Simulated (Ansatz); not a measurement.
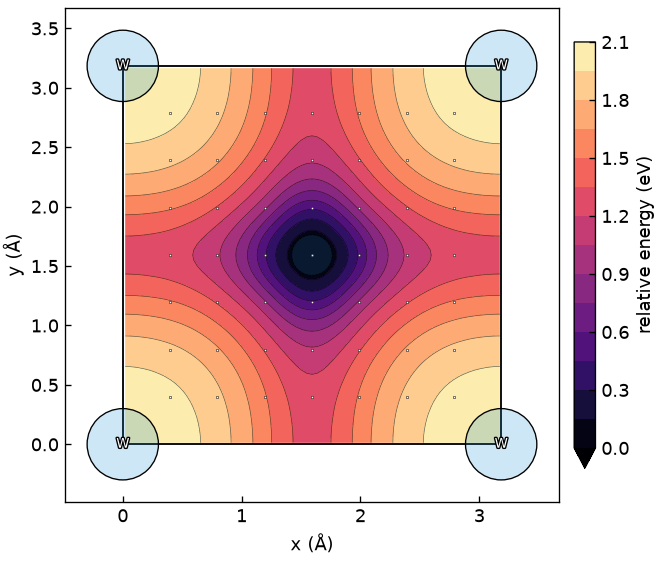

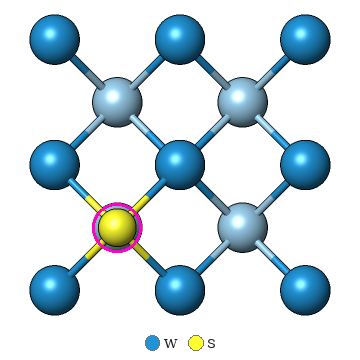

Energy landscape of S on a W(100) slab cut from the Im-3m phase, its upper half relaxed before the scan (16 atoms of substrate and one adsorbate in a 2 × 2 cell). S is moved over the surface cell; relaxed at each place: the height of the adsorbate's atoms; substrate rigid; the origin of the map has the adsorbate above W13. Places are given modulo a cell vector. The map is drawn in real space over the plane of the surface. The scan uses an 8 × 8 grid; 15 points were computed and 49 follow by symmetry. Places are given in fractions of the 1 × 1 surface cell. All energies are given in eV relative to the lowest grid point. Method: DFT PBE, scalar-relativistic, plane waves, PAW (Ansatz 0.2.0). Settings: cutoff 420 eV, k-mesh 4×4×1, gaussian smearing 0.1 eV, no spin polarisation.

The picture shows filled contours, dots at the grid points, labelled circles for the atoms of the top layer and small ones for the second layer, the outline of one cell of the plane. Between grid points the surface is interpolated. The second picture is the structure at the lowest point; rings mark the moved atoms.

**Where are the wells?**

The lowest grid point is at a fourfold hollow over a second-layer W atom, (4/8, 4/8) of the cell vectors. No other kind of well shows on this grid. The highest grid point, the top site over a surface W atom, (0/8, 0/8) of the cell vectors, lies 2.08 eV above the lowest. On the interpolated surface the easiest way out of the lowest well to its copy in the next cell or period passes a barrier of about 1.3 eV. At the lowest point the adsorbate has 5 W at 2.53 Å as nearest neighbours, at the highest 1 W at 2.20 Å. Its relaxed height above the top atom is 1.14 Å at the lowest and 2.20 Å at the highest point.

Grid values (eV):

```csv
"second ↓, first →",0/8,1/8,2/8,3/8,4/8,5/8,6/8,7/8
7/8,2.04,1.99,1.83,1.52,1.26,1.52,1.83,1.99
6/8,1.88,1.83,1.67,1.34,1.07,1.34,1.67,1.83
5/8,1.56,1.52,1.34,0.93,0.48,0.93,1.34,1.52
4/8,1.30,1.26,1.07,0.48,0.00,0.48,1.07,1.26
3/8,1.56,1.52,1.34,0.93,0.48,0.93,1.34,1.52
2/8,1.88,1.83,1.67,1.34,1.07,1.34,1.67,1.83
1/8,2.04,1.99,1.83,1.52,1.26,1.52,1.83,1.99
0/8,2.08,2.04,1.88,1.56,1.30,1.56,1.88,2.04
```

Each point was launched as `ansatz run input.yaml --threads 8 --pin off --max-ram 22528MiB --backend cpu --events-out ev --progress --plain --runs-dir out`. The whole map (15 points run) took 20 min on 8 threads of Arm Neoverse N1 (shared host).

PAW datasets: the set soft_1.
